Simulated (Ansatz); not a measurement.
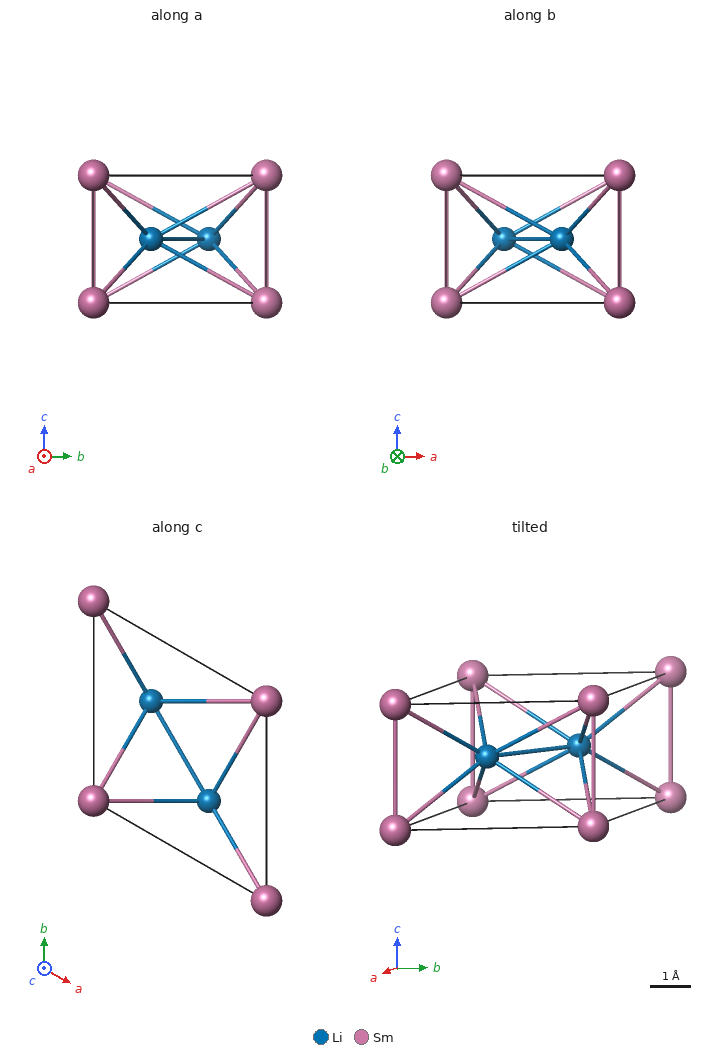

This ball-and-stick model is shown along the a axis, along the b axis, along the c axis and slightly off an axis. One conventional unit cell is framed, with atoms on its boundary repeated.

Lattice parameters: a = 5.1197 Å, b = 5.1197 Å, c = 3.2647 Å, α = 90.000°, β = 90.000°, γ = 120.000°.

Transcribe the picture into a CIF with its space group and independent sites.

Answer.
```cif
data_structure
_symmetry_space_group_name_H-M 'P 6/m m m'
_symmetry_Int_Tables_number 191
_cell_length_a 5.1197
_cell_length_b 5.1197
_cell_length_c 3.2647
_cell_angle_alpha 90.000
_cell_angle_beta 90.000
_cell_angle_gamma 120.000
_cell_volume 74.11
loop_
_atom_site_label
_atom_site_type_symbol
_atom_site_symmetry_multiplicity
_atom_site_Wyckoff_symbol
_atom_site_fract_x
_atom_site_fract_y
_atom_site_fract_z
_atom_site_occupancy
Li1 Li 2 d 0.3333 0.6667 0.5000 1
Sm1 Sm 1 a 0.0000 0.0000 0.0000 1
```

Provenance: a structure type filled with these elements by a generator (whether the compound takes this form wasn't checked). Earlier steps of the study, as a rule a relaxation of our own, may have changed the cell and positions, so they can lie some per cent off the listed ones. It was set up as input for a calculation with Ansatz.
